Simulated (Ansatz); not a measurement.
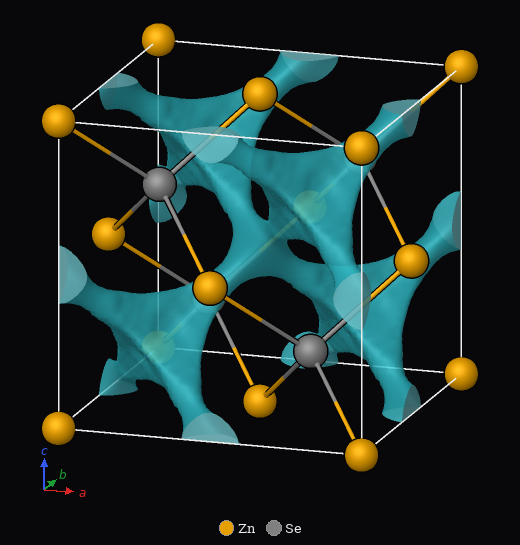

Bond-valence mismatch map for Li+ in ZnSe (F-43m, No. 216): the teal surface encloses the points where |V − 1| < 0.6 v.u. (1×1×1 cells, view slightly off an axis). Pale faces close the region where the drawn box cuts it.

At each point the valence sum V of a Li+ ion is computed from the anions within 5 Å (s = exp((R0 − d)/b), R0 fitted to published crystal structures with b = 0.37 Å; R0: Li+–Se 2.032 Å). Points too close to the other cations are excluded (2.0 Å from Zn). Li+ is a guest here, not part of the formula. This is an empirical screen for pathways, not an energy calculation.

Origin of the cell: a calculation's input that goes back to an entry of the Crystallography Open Database (an earlier step may have relaxed or displaced it).

```cif
data_structure
_symmetry_space_group_name_H-M 'F-43m'
_symmetry_Int_Tables_number 216
_cell_length_a 5.6648
_cell_length_b 5.6648
_cell_length_c 5.6648
_cell_angle_alpha 90.000
_cell_angle_beta 90.000
_cell_angle_gamma 90.000
_cell_volume 181.79
loop_
_atom_site_label
_atom_site_type_symbol
_atom_site_symmetry_multiplicity
_atom_site_Wyckoff_symbol
_atom_site_fract_x
_atom_site_fract_y
_atom_site_fract_z
_atom_site_occupancy
Zn1 Zn 4 a 0.00000 0.00000 0.00000 1
Se1 Se 4 d 0.25000 0.25000 0.75000 1
```

> How are the low-mismatch regions connected?

The regions form a three-dimensional network.

> At which mismatch do paths open?

From a mismatch of about 0.45 v.u. the regions form a three-dimensional network. These are grid estimates, good to about 0.1 v.u.
